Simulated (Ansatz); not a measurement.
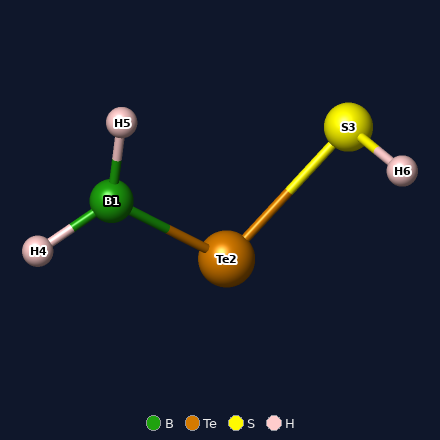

The system is BH₃STe, SMILES B[Te]S; the picture shows the reference structure. 
- First axis: angle B1–Te2–S3. Second axis: dihedral B1–Te2–S3–H6.
- Nothing is relaxed (all other coordinates rigid).
- The scan uses a 15 × 15 grid.
- Points are written as (first, second).
- All energies are given in kcal/mol relative to the relaxed molecule at the same level.
- All numbers below come from Ansatz, RKS PBE0-D4/def2-TZVP.

Its coordinates:

```xyz
6

B    -0.8976    0.3454   -0.9126
Te   -0.7202   -0.6579    0.9174
S     1.6552   -0.9885    1.0110
H    -2.0105    0.6174   -1.2464
H     0.0701    0.6022   -1.5538
H     1.9031    0.0814    1.7844
```

Range: angle B1–Te2–S3 from 75.6 to 125.6°; dihedral B1–Te2–S3–H6 from −180 to 156°.

### Predict the map.

The lowest grid point is at (100.6°, 108°), 0.06 kcal/mol from the relaxed molecule at the same level; the map holds 2 wells of about this depth. The highest grid point, (75.6°, 12°), lies 25.3 kcal/mol above the lowest. On the interpolated surface the easiest way out of the lowest well to the well at about (101°, −95°) passes a barrier of about 1.4 kcal/mol, counted from the interpolated bottom of the well. Round the minimum the valley is somewhat tilted: raising angle B1–Te2–S3 shifts the best value of dihedral B1–Te2–S3–H6 downwards (coupling k₁₂/√(k₁₁k₂₂) about 0.2).

```
dihedral B1–Te2–S3–H6 ↓, angle B1–Te2–S3 →  75.6  79.2  82.7  86.3  89.9  93.5  97.0  100.6  104.2  107.7  111.3  114.9  118.5  122.0  125.6
                                       156  12.5   8.6   5.8   3.7   2.3   1.5   1.1    1.2    1.6    2.4    3.6    5.1    6.9    9.0   11.4
                                       132  14.4   9.7   6.3   3.9   2.2   1.1   0.6    0.6    0.9    1.6    2.7    4.2    6.0    8.0   10.4
                                       108  16.0  10.7   6.9   4.1   2.2   0.9   0.2    0.1    0.3    1.0    2.0    3.4    5.1    7.1    9.4
                                        84  16.8  11.3   7.4   4.5   2.5   1.1   0.4    0.1    0.3    0.8    1.8    3.1    4.8    6.7    9.0
                                        60  17.9  12.3   8.4   5.4   3.3   1.9   1.0    0.7    0.8    1.3    2.2    3.5    5.0    6.9    9.1
                                        36  21.0  14.5   9.9   6.6   4.3   2.7   1.9    1.5    1.5    2.0    2.9    4.1    5.6    7.4    9.6
                                        12  25.4  17.0  11.4   7.5   4.9   3.2   2.3    1.9    2.0    2.4    3.3    4.5    6.0    7.8   10.0
                                       −12  25.2  16.9  11.4   7.5   4.9   3.2   2.3    1.9    1.9    2.4    3.3    4.5    6.0    7.8   10.0
                                       −36  20.8  14.3   9.8   6.5   4.2   2.7   1.8    1.4    1.5    2.0    2.8    4.0    5.6    7.4    9.6
                                       −60  17.7  12.2   8.2   5.3   3.2   1.8   1.0    0.7    0.8    1.3    2.2    3.4    5.0    6.9    9.1
                                       −84  16.8  11.3   7.4   4.5   2.5   1.1   0.4    0.1    0.3    0.9    1.8    3.1    4.8    6.7    9.0
                                      −108  16.0  10.7   7.0   4.2   2.2   1.0   0.3    0.1    0.4    1.0    2.1    3.4    5.2    7.1    9.5
                                      −132  14.4   9.8   6.4   4.0   2.3   1.3   0.7    0.7    1.0    1.8    2.9    4.3    6.1    8.1   10.5
                                      −156  12.5   8.6   5.9   3.8   2.4   1.6   1.2    1.3    1.7    2.5    3.7    5.2    7.0    9.0   11.4
                                      −180  11.6   8.1   5.6   3.7   2.4   1.7   1.4    1.5    2.0    2.8    4.0    5.5    7.3    9.4   11.8
```

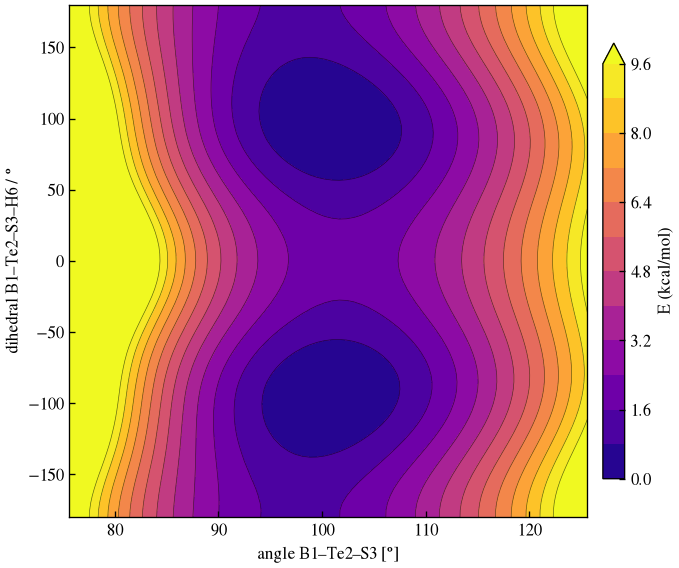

In the figure: filled contours, one colour for all values above the top of the scale. Between grid points the surface is interpolated.

The whole map (225 points run) took 8.4 min on 1 thread of AMD EPYC 9R45 96-Core Processor (Zen 5), with other jobs on the host.
